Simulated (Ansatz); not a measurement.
# OH (SMILES [OH]): UHSE06/cc-pVDZ

What is the electronic atomisation energy of OH at UHSE06/cc-pVDZ? 

The calculation is run with Ansatz 0.2.0.

60 further runs of the same task are left out: 60 set aside as unsound or not needed.

## (1) Starting point

OH: 2 atoms, total charge 0, spin state doublet. As SMILES, `[OH]`. Geometry: relaxed at PBE0-D4/def2-TZVP.

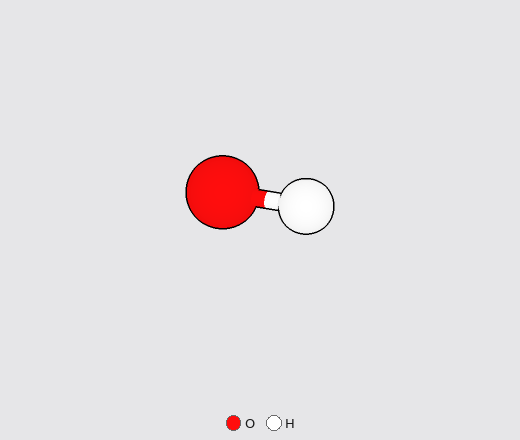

Viewed from a chosen angle; oxygen red, hydrogen white.

## (2) A single-point energy at UHSE06/cc-pVDZ

File molecule.yaml:

```yaml
crystal:
  periodic: [false, false, false]
  atoms:
    - {symbol: O, position_ang: [0.415880, -0.133150, 0.214550]}
    - {symbol: H, position_ang: [-0.415880, 0.133150, -0.214550]}
basis:
  gaussian:
    orbitals: cc-pVDZ
magnetization:
  spin_polarized: true
  initial_magnetization: 1
hamiltonian:
  xc: hse06
accuracy: high
```

Started as:

```bash
$ ansatz run molecule.yaml --threads 1 --pin off --max-ram 3480MiB --events-out events.jsonl --progress --plain --runs-dir runs
```

Log:

```text
Warning: RAYON_NUM_THREADS=1 ignored (pool sized by the plan → 1); use --threads N
Functional definition: HSE06
  name "HSE06"
  parameter a = 0.25
  parameter omega = 0.11/bohr
  exchange = pbe_x - a*pbe_x_sr(omega) + a*exact_x_sr(omega)
  correlation = pbe_c
305 factors; integrals over basis functions are off by at most 2.2e-9 eV
39 factors; integrals over basis functions are off by at most 1.4e-9 eV
mean field evaluation 1: about -2057.6424 eV, gradient 1.6e1 eV
mean field evaluation 2: about -2057.5422 eV, gradient 1.7e1 eV
mean field evaluation 4: about -2058.5254 eV, gradient 4.0e-1 eV
mean field evaluation 8: about -2058.5250 eV, gradient 9.9e-4 eV
mean field evaluation 16: about -2058.5250 eV, gradient 8.4e-8 eV
mean field -2058.52499536 eV, -75.6493982611 hartree, gradient 8.4e-8 eV, S^2 0.751911; 0 other end points of the search recorded, 0 dependent functions left out
reference -2058.52499665 eV, -75.6493983085 hartree; 5, 4 occupied and 14, 15 virtual orbitals, 305 factors
Total energy: -2058.52499665 eV, -75.6493983085 hartree
```

Run time: 0.7 s. Hardware: 1 thread of Arm Neoverse V1, shared host.

## (3) The H atom at the same level

File input.yaml:

```yaml
crystal:
  periodic: [false, false, false]
  atoms:
    - {symbol: H, position_ang: [0.000000, 0.000000, 0.000000]}
basis:
  gaussian:
    orbitals: cc-pVDZ
hamiltonian:
  xc: hse06
accuracy: high
magnetization:
  spin_polarized: true
  initial_magnetization: 1
```

Started as:

```bash
$ ansatz run input.yaml --threads 1 --pin off --max-ram 3480MiB --events-out events.jsonl --progress --plain --runs-dir runs
```

Log, cut to the lines that bear on the results:

```text
Warning: RAYON_NUM_THREADS=1 ignored (pool sized by the plan → 1); use --threads N
[... 6 set-up lines as earlier in the session ...]
15 factors; integrals over basis functions are off by at most 4.6e-8 eV
14 factors; integrals over basis functions are off by at most 2.0e-10 eV
mean field evaluation 1: about -13.6055 eV, gradient 1.7e-1 eV
mean field evaluation 2: about -13.6054 eV, gradient 1.7e-1 eV
mean field evaluation 4: about -13.6058 eV, gradient 3.8e-3 eV
mean field evaluation 8: about -13.6058 eV, gradient 3.5e-9 eV
mean field -13.60578087 eV, -0.5000032248 hartree, gradient 3.5e-9 eV, S^2 0.750000; 0 other end points of the search recorded, 0 dependent functions left out
reference -13.60578268 eV, -0.5000032911 hartree; 1, 0 occupied and 4, 5 virtual orbitals, 15 factors
Total energy: -13.60578268 eV, -0.5000032911 hartree
```

Run time: 0.2 s. Hardware: 1 thread of Arm Neoverse V1, shared host.

## (4) The O atom at the same level

File job.yaml:

```yaml
crystal:
  periodic: [false, false, false]
  atoms:
    - {symbol: O, position_ang: [0.000000, 0.000000, 0.000000]}
basis:
  gaussian: {orbitals: cc-pVDZ}
magnetization: {spin_polarized: true, initial_magnetization: 2}
hamiltonian: {xc: {name: HSE06}}
accuracy: high
```

Run the same way, it converges to -74.98977 Eh (log not shown).

## (5) What came out

Level: UHSE06/cc-pVDZ.

| quantity | value |
| --- | --- |
| molecule: total energy | -75.64940 Eh |
| molecule: ⟨S²⟩ | 0.752 |
| H atom: total energy | -0.50000 Eh |
| H atom: ⟨S²⟩ | 0.750 |
| O atom: total energy | -74.98977 Eh |
| O atom: ⟨S²⟩ | 2.002 |
| electronic atomisation energy | 4.344 eV |

What this shows: Taking the molecule apart into free atoms costs 4.34 eV (419 kJ/mol), before zero-point energy and without spin-orbit coupling.
